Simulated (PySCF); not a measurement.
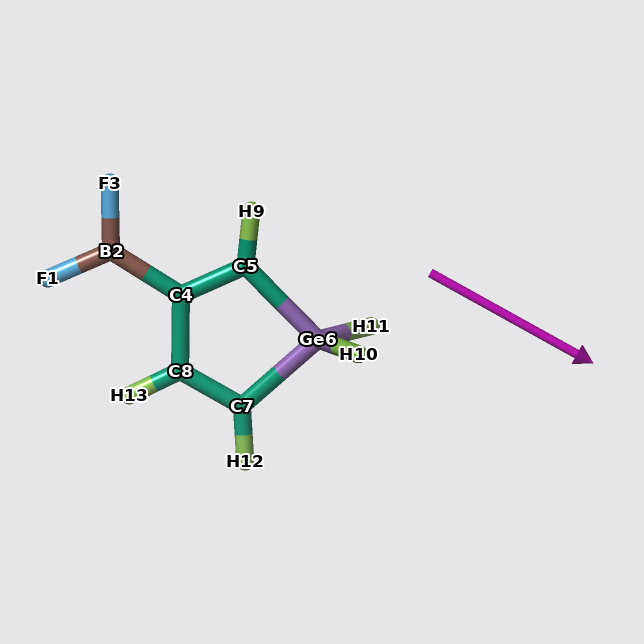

The arrow beside the molecule shows the direction of the dipole moment, from the negative to the positive end (its length means nothing). Computed geometry: GFN2-xTB optimisation. No frequency run is at hand to confirm it as a minimum. Properties computed with B3LYP/def2-SVPD, gas phase (PySCF 2.14.0).

How large is the dipole moment?

2.20 D; it points from the side of F1, F3 to the side of H10, H11 (the outermost atoms at the two ends).

The geometry is semi-empirical. Around B, Ge such bond lengths and angles can be off by a tenth of an ångström or more and by several degrees, and values that hang on the shape move with them.
